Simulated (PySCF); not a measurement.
# C2H7ClOSi (SMILES CCO[SiH2]Cl) at 5 levels

Aim: a comparison of 5 runs (HF/3-21G, wB97X/STO-3G, r2SCAN/3-21G, B3LYP/6-31G*, r2SCAN/cc-pVDZ) of C2H7ClOSi. Input form: a Python script.

The results are computed with PySCF 2.14.0.

## Step 1: Starting point

C2H7ClOSi has 12 atoms, charge 0, and is taken as a singlet. As SMILES, `CCO[SiH2]Cl`. The coordinates come from a PBE0-D4/def2-TZVP relaxation. This is one conformer, not always the lowest.

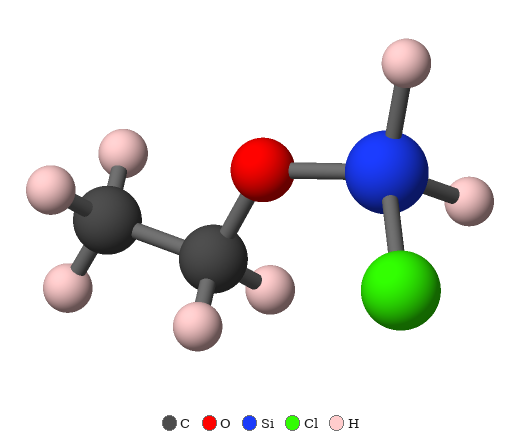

The structure, seen from a chosen angle (carbon dark grey, oxygen red, silicon blue, chlorine green, hydrogen pink).

## Step 2: Energy and gradient at HF/3-21G (run 1)

The input, job.py:

```python
import pyscf.grad
from pyscf import gto, scf

molecule = gto.M(
    atom='''
C     -1.907400     0.066800    -0.302600
C     -0.580400    -0.017200     0.406200
O      0.466300     0.135600    -0.542200
Si     2.039000    -0.122200    -0.223000
Cl     2.732600     1.193400     1.199400
H     -1.997000    -0.724600    -1.049000
H     -2.725000    -0.038100     0.414400
H     -2.010500     1.029200    -0.807100
H     -0.478400    -0.982800     0.918500
H     -0.496700     0.769700     1.164000
H      2.259200    -1.478500     0.334200
H      2.775200     0.113500    -1.478800
''',
    max_memory=1860,
    basis='3-21g',
    verbose=3,
    charge=0,
)

calc0 = scf.RHF(molecule)
calc0.conv_tol = 1e-10
calc0.kernel()
if not calc0.converged:
    calc0 = calc0.newton().run(calc0.mo_coeff, calc0.mo_occ)

e_tot = calc0.e_tot
print(f'total energy: {e_tot:.8f} hartree')
grad = calc0.Gradients().kernel()
calc0.analyze()
```

On the command line:

```bash
$ OMP_NUM_THREADS=1 python job.py
```

Output:

```text
converged SCF energy = -898.58841477245
[... 12 lines left out ...]
MO #3   energy= -20.4700839081453  occ= 2
[... 7 lines left out ...]
MO #11  energy= -4.28865541728991  occ= 2
[... 7 lines left out ...]
MO #19  energy= -0.673945838191553 occ= 2
[... 7 lines left out ...]
MO #27  energy= -0.464169655961461 occ= 2
[... 7 lines left out ...]
MO #35  energy= 0.318744756438034  occ= 0
[... 7 lines left out ...]
MO #43  energy= 0.507578178116184  occ= 0
[... 7 lines left out ...]
MO #51  energy= 1.01710727399472   occ= 0
[... 7 lines left out ...]
MO #59  energy= 1.36273629731329   occ= 0
[... 7 lines left out ...]
MO #67  energy= 3.34848880037036   occ= 0
[... 13 lines left out ...]
Dipole moment(X, Y, Z, Debye): -1.62370, -2.10337, -0.43433
```

Run time: 2.8 s. Hardware: 1 thread of Intel Xeon at 2.70GHz, shared host; peak memory 0.14 GiB.

## Step 3: Energy and gradient at wB97X/STO-3G (run 2)

The input, calc.py:

```python
# CCO[SiH2]Cl
from pyscf import gto, dft

system = gto.Mole()
system.atom = '''
C     -3.604464     0.126234    -0.571831
C     -1.096797    -0.032503     0.767607
O      0.881179     0.256247    -1.024610
Si     3.853152    -0.230925    -0.421409
Cl     5.163866     2.255199     2.266538
H     -3.773783    -1.369296    -1.982323
H     -5.149504    -0.071999     0.783103
H     -3.799294     1.944906    -1.525198
H     -0.904045    -1.857223     1.735713
H     -0.938627     1.454522     2.199641
H      4.269269    -2.793960     0.631546
H      5.244368     0.214484    -2.794527
'''
system.verbose = 4
system.max_memory = 1860
system.spin = 0
system.basis = 'sto-3g'
system.charge = 0
system.unit = 'bohr'
system.build()

myscf = dft.RKS(system)
myscf.xc = 'wb97x'
myscf.conv_tol = 1e-10
myscf.grids.level = 5
myscf.kernel()
if not myscf.converged:
    myscf = myscf.newton().run(myscf.mo_coeff, myscf.mo_occ)

etot = myscf.e_tot
print('E = %.10f Eh' % etot)
grad = myscf.nuc_grad_method().kernel()
myscf.analyze()
```

On the command line:

```bash
$ OMP_NUM_THREADS=1 python calc.py
```

Output:

```text
PySCF version 2.14.0

[... 97 lines left out ...]
Two-electron Energy =                  632.307201727422466
[... 7 lines left out ...]
MO #4   energy= -10.158104851669   occ= 2
[... 5 lines left out ...]
MO #10  energy= -5.28216067856673  occ= 2
[... 5 lines left out ...]
MO #16  energy= -0.850989251607901 occ= 2
[... 5 lines left out ...]
MO #22  energy= -0.460512047511347 occ= 2
[... 5 lines left out ...]
MO #28  energy= -0.298114902831778 occ= 2
[... 5 lines left out ...]
MO #34  energy= 0.499831665715488  occ= 0
[... 5 lines left out ...]
MO #40  energy= 0.624573649726916  occ= 0
[... 55 lines left out ...]
Dipole moment(X, Y, Z, Debye): -1.44601, -2.02694, -1.13131
```

Wall time 22 s (1 thread of Intel Xeon at 2.70GHz, shared host); peak memory 0.45 GiB.

Run 3 isn't shown in full; the table further down has it.

## Step 4: Energy and forces at B3LYP/6-31G(d) (Cartesian functions) (run 4)

The input, mol.xyz:

```xyz
12
C2H7ClOSi
C     -1.907400     0.066800    -0.302600
C     -0.580400    -0.017200     0.406200
O      0.466300     0.135600    -0.542200
Si     2.039000    -0.122200    -0.223000
Cl     2.732600     1.193400     1.199400
H     -1.997000    -0.724600    -1.049000
H     -2.725000    -0.038100     0.414400
H     -2.010500     1.029200    -0.807100
H     -0.478400    -0.982800     0.918500
H     -0.496700     0.769700     1.164000
H      2.259200    -1.478500     0.334200
H      2.775200     0.113500    -1.478800
```

The input, job.py:

```python
# CCO[SiH2]Cl
from pyscf import gto, dft

mol = gto.M(
    atom='mol.xyz',
    basis='6-31g*',
    max_memory=1860,
    charge=0,
    verbose=4,
    cart=True,
)

mf = dft.RKS(mol, xc='b3lyp')
mf.conv_tol = 1e-10
mf.grids.level = 5
mf.kernel()
if not mf.converged:
    mf = mf.newton().run(mf.mo_coeff, mf.mo_occ)

e_final = mf.e_tot
print('E = %.10f Eh' % e_final)
grad = mf.nuc_grad_method().kernel()
dip = mf.dip_moment()
pop, q = mf.mulliken_pop()
```

On the command line:

```bash
$ OMP_NUM_THREADS=1 python job.py
```

Output:

```text
PySCF version 2.14.0

[... 81 lines left out ...]
converged SCF energy = -905.423143974472
[... 13 lines left out ...]
Dipole moment(X, Y, Z, Debye): -1.46998, -1.26393, -0.13004
[... 110 lines left out ...]
charge of   11H =     -0.06097
```

It took 43 s on 1 thread of Intel Xeon at 2.70GHz, shared host; peak memory 0.96 GiB.

## Step 5: Energy and forces at r2SCAN/cc-pVDZ (run 5)

The input, start.xyz:

```xyz
12

C     -1.907400     0.066800    -0.302600
C     -0.580400    -0.017200     0.406200
O      0.466300     0.135600    -0.542200
Si     2.039000    -0.122200    -0.223000
Cl     2.732600     1.193400     1.199400
H     -1.997000    -0.724600    -1.049000
H     -2.725000    -0.038100     0.414400
H     -2.010500     1.029200    -0.807100
H     -0.478400    -0.982800     0.918500
H     -0.496700     0.769700     1.164000
H      2.259200    -1.478500     0.334200
H      2.775200     0.113500    -1.478800
```

The input, input.py:

```python
from pyscf import gto, dft

system = gto.M(
    atom='start.xyz',
    max_memory=1860,
    verbose=4,
    basis='cc-pvdz',
)

calc0 = dft.RKS(system)
calc0.xc = 'r2scan'
calc0.grids.level = 5
calc0.conv_tol = 1e-10
calc0.kernel()
if not calc0.converged:
    calc0 = calc0.newton().run(calc0.mo_coeff, calc0.mo_occ)

energy = calc0.e_tot
print('Final energy', energy)
grad = calc0.nuc_grad_method().kernel()
calc0.analyze()
```

On the command line:

```bash
$ OMP_NUM_THREADS=1 python input.py
```

Output:

```text
PySCF version 2.14.0

[... 85 lines left out ...]
converged SCF energy = -905.278484561394
[... 29 lines left out ...]
MO #8   energy= -7.09641257490977  occ= 2
[... 14 lines left out ...]
MO #23  energy= -0.359889774201564 occ= 2
[... 14 lines left out ...]
MO #38  energy= 0.162219751570164  occ= 0
[... 14 lines left out ...]
MO #53  energy= 0.544811081873299  occ= 0
[... 14 lines left out ...]
MO #68  energy= 0.855687148340612  occ= 0
[... 14 lines left out ...]
MO #83  energy= 1.48338838297118   occ= 0
[... 14 lines left out ...]
MO #98  energy= 1.99406502625614   occ= 0
[... 14 lines left out ...]
MO #113 energy= 3.23143922186271   occ= 0
[... 128 lines left out ...]
Dipole moment(X, Y, Z, Debye): -1.42173, -1.05779, -0.06203
```

It took 79 s on 1 thread of Intel Xeon at 2.70GHz, shared host; peak memory 1.2 GiB.

## Step 6: All runs side by side

```
run                               level  integration grid  Cartesian functions  energy (Eh)  dipole moment (D)  HOMO energy (eV)  LUMO energy (eV)  wall time
  1                            HF/3-21G                 –                   no  -898.588415               2.69            -12.13              4.21      2.8 s
  2                        wB97X/STO-3G                 5                   no  -895.033261               2.73             -7.44              7.42       22 s
  3                        r2SCAN/3-21G                 5                   no  -900.606504               2.53             -7.10              0.31       37 s
  4  B3LYP/6-31G* (Cartesian functions)                 5                  yes  -905.423144               1.94             -8.18              0.66       43 s
  5                      r2SCAN/cc-pVDZ                 5                   no  -905.278485               1.77             -7.22              0.47       79 s
```

## Step 7: Outcome

| quantity | value |
| --- | --- |
| run 5: total energy | -905.27848 Eh |
| run 5: dipole moment | 1.77 D |
| run 5: HOMO energy | -7.22 eV |
| run 5: LUMO energy | 0.47 eV |
| run 5: HOMO–LUMO gap | 7.69 eV |
| run 5: largest force on an atom | 1.293 eV/Å |

In words: The dipole moment (its size) runs from 1.77 D (r2SCAN/cc-pVDZ) to 2.73 D (wB97X/STO-3G). The two ends differ in method and basis. The HOMO–LUMO gap runs from 7.41 eV (r2SCAN/3-21G) to 16.34 eV (HF/3-21G). Exact exchange widens orbital gaps. Totals of different functionals can't be ranked against each other. In run 2 the basis is minimal, so the values are rough. All runs together took 3.1 min, the longest 79 s.
